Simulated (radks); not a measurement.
# Polarisabilities and dispersion coefficients of Cu, Zn⁺, Ga²⁺ and others

Aim: static dipole polarisabilities and C6 coefficients, each species in its NIST ground configuration. After each ground state the linear response is solved; its values go to the run's result record, not to the log. Response by self-consistent Sternheimer equations with the Hartree and adiabatic LDA kernel, the relativistic mass of each level held fixed and spin-orbit coupling left out.

The numbers are computed with radks (a radial shooting solver on a logarithmic mesh, Libxc functionals) version 1 (scalar-relativistic Kohn-Sham, LB94 model potential, spin-unpolarised, spherical densities, finite nucleus), except any that are marked as measured or tabulated.

### Step 1. Starting point

| Item | Value |
| --- | --- |
| species | Cu ([Ar] 3d10 4s1), Zn⁺ ([Ar] 3d10 4s1), Ga²⁺ ([Ar] 3d10 4s1), Ge³⁺ ([Ar] 3d10 4s1), As⁴⁺ ([Ar] 3d10 4s1), Se⁵⁺ ([Ar] 3d10 4s1), Br⁶⁺ ([Ar] 3d10 4s1), Kr⁷⁺ ([Ar] 3d10 4s1), Rb⁸⁺ ([Ar] 3d10 4s1) |

LB94 adds a gradient term to the LDA potential that gives it a −1/r tail. It is a model potential with no energy functional, so Etot and Exc are not given.

### Step 2. Cu, [Ar] 3d10 4s1

Settings of this run:

```text
Z 29
configuration [Ar] 3d10 4s1
relativity scalar-relativistic
functional lda,pw
model_potential LB94
spin unpolarised
nucleus finite rms 3.8823 fm
c 137.035999084
response adiabatic LDA kernel
```

### Step 3. Zn⁺, [Ar] 3d10 4s1

Settings of this run:

```text
Z 30
configuration [Ar] 3d10 4s1
relativity scalar-relativistic
functional lda,pw
model_potential LB94
spin unpolarised
nucleus finite rms 3.9283 fm
c 137.035999084
response adiabatic LDA kernel
```

### Step 4. Ga²⁺, [Ar] 3d10 4s1

Settings of this run:

```text
Z 31
configuration [Ar] 3d10 4s1
relativity scalar-relativistic
functional lda,pw
model_potential LB94
spin unpolarised
nucleus finite rms 3.9973 fm
c 137.035999084
response adiabatic LDA kernel
```

### Step 5. Ge³⁺, [Ar] 3d10 4s1

Settings of this run:

```text
Z 32
configuration [Ar] 3d10 4s1
relativity scalar-relativistic
functional lda,pw
model_potential LB94
spin unpolarised
nucleus finite rms 4.0742 fm
c 137.035999084
response adiabatic LDA kernel
```

### Step 6. As⁴⁺, [Ar] 3d10 4s1

Settings of this run:

```text
Z 33
configuration [Ar] 3d10 4s1
relativity scalar-relativistic
functional lda,pw
model_potential LB94
spin unpolarised
nucleus finite rms 4.0968 fm
c 137.035999084
response adiabatic LDA kernel
```

### Step 7. Se⁵⁺, [Ar] 3d10 4s1

Settings of this run:

```text
Z 34
configuration [Ar] 3d10 4s1
relativity scalar-relativistic
functional lda,pw
model_potential LB94
spin unpolarised
nucleus finite rms 4.14 fm
c 137.035999084
response adiabatic LDA kernel
```

### Step 8. Br⁶⁺, [Ar] 3d10 4s1

Settings of this run:

```text
Z 35
configuration [Ar] 3d10 4s1
relativity scalar-relativistic
functional lda,pw
model_potential LB94
spin unpolarised
nucleus finite rms 4.1629 fm
c 137.035999084
response adiabatic LDA kernel
```

### Step 9. Kr⁷⁺, [Ar] 3d10 4s1

Settings of this run:

```text
Z 36
configuration [Ar] 3d10 4s1
relativity scalar-relativistic
functional lda,pw
model_potential LB94
spin unpolarised
nucleus finite rms 4.1884 fm
c 137.035999084
response adiabatic LDA kernel
```

### Step 10. Rb⁸⁺, [Ar] 3d10 4s1

Settings of this run:

```text
Z 37
configuration [Ar] 3d10 4s1
relativity scalar-relativistic
functional lda,pw
model_potential LB94
spin unpolarised
nucleus finite rms 4.2036 fm
c 137.035999084
response adiabatic LDA kernel
```

Q: Predict the outcome of this session. Wanted: for each run, species; −ε(HOMO); α; α uncoupled; C6; C8; recommended α.

As calculated:

```tsv
species	−ε(HOMO) (eV)	α (bohr³)	α uncoupled (bohr³)	C6 (hartree bohr⁶)	C8 (hartree bohr⁸)	recommended α (bohr³)
Cu	9.076	27.05	41.55	148.4	5549	46.5
Zn⁺	20.018	12.58	18.56	47.97	1054	-
Ga²⁺	33.346	7.349	10.51	21.26	326.8	-
Ge³⁺	48.829	4.808	6.725	11.10	129.8	-
As⁴⁺	66.346	3.372	4.636	6.417	60.02	-
Se⁵⁺	85.829	2.479	3.362	3.983	30.76	-
Br⁶⁺	107.24	1.887	2.530	2.605	16.99	-
Kr⁷⁺	130.54	1.475	1.959	1.774	9.943	-
Rb⁸⁺	155.71	1.177	1.550	1.247	6.090	-
```

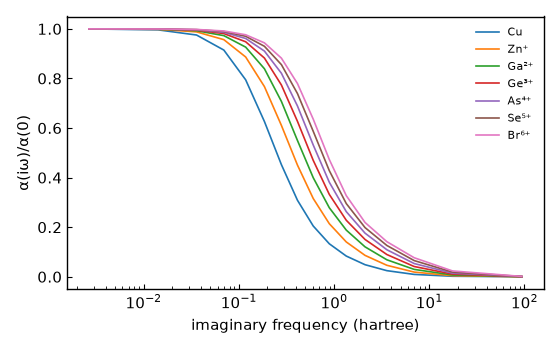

Polarisability at imaginary frequency, each scaled by its static value.

Uncoupled leaves out the potential induced by the response; C6 and C8 are for like pairs. Cu is the most polarisable and Rb⁸⁺ the least, a factor 23.0 apart. For the pair Cu–Rb⁸⁺ the Casimir-Polder integral gives C6 = 11.35, the rule 2·Ca·Cb/(Ca·αb/αa + Cb·αa/αb) on the like-pair values 10.54. Against the recommended values (Schwerdtfeger and Nagle, 2023 table) the misses are Cu -42 %. C8 is given only where no p, d or f shell is open.
